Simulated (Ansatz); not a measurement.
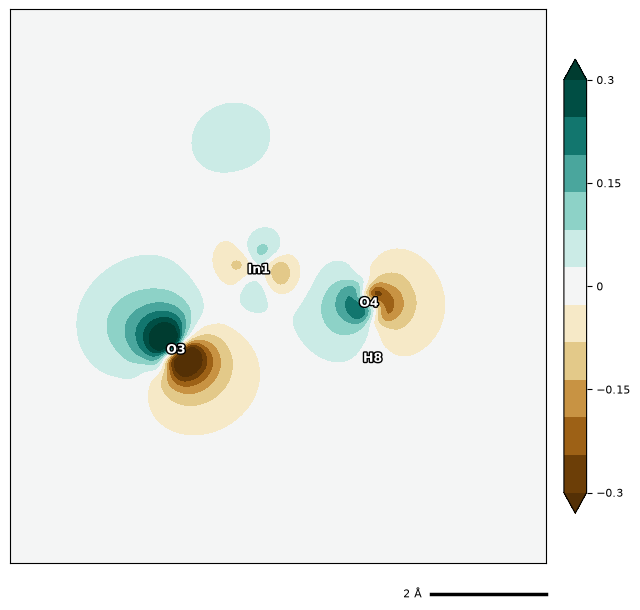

The picture shows: H6InO3P. The HOMO−1 on the plane of atoms In1, O4 and H8 (values in Å⁻³ᐟ²; the overall sign is arbitrary).

Geometry: PBE0-D4/def2-SVP; core potentials replace the inner electrons of In.

All numbers below come from isolated molecule in a Gaussian basis; Kohn-Sham density functional theory, functional PBE0 (Ansatz 0.2.0).

Input file:

```
basis:
  gaussian:
    orbitals: def2-SVPD
crystal:
  periodic: [false, false, false]
  atoms:
    - {symbol: In, position_ang: [-1.554234, 0.084490, -0.508914]}
    - {symbol: O, position_ang: [-3.093753, -0.450813, 0.686587]}
    - {symbol: O, position_ang: [-1.416259, 1.963876, -1.193308]}
    - {symbol: O, position_ang: [-0.559279, -1.371985, -1.458068]}
    - {symbol: P, position_ang: [-0.437453, 0.085726, 2.048988]}
    - {symbol: H, position_ang: [-3.448744, -1.312446, 0.439090]}
    - {symbol: H, position_ang: [-2.178198, 2.482223, -0.910060]}
    - {symbol: H, position_ang: [-0.072728, -1.018027, -2.211260]}
    - {symbol: H, position_ang: [-1.262398, 0.781722, 2.965987]}
    - {symbol: H, position_ang: [0.827956, 0.452183, 2.582908]}
    - {symbol: H, position_ang: [-0.537015, -1.205724, 2.622290]}
hamiltonian:
  xc: pbe0
output: {forces: true, orbitals: {seedname: orbitals}}
```

Launched as:

```sh
ansatz run input.yaml --threads 2 --pin off --max-ram 5220MiB --events-out events.jsonl --progress --plain --runs-dir runs
```

Describe this orbital and give its energy.

Its weight (Hirshfeld) is mainly on O3 (about 50 %), O4 (about 35 %) and In1 (about 5 %); largely a combination of lone pairs on O3 and O4. Its energy is −8.18 eV.
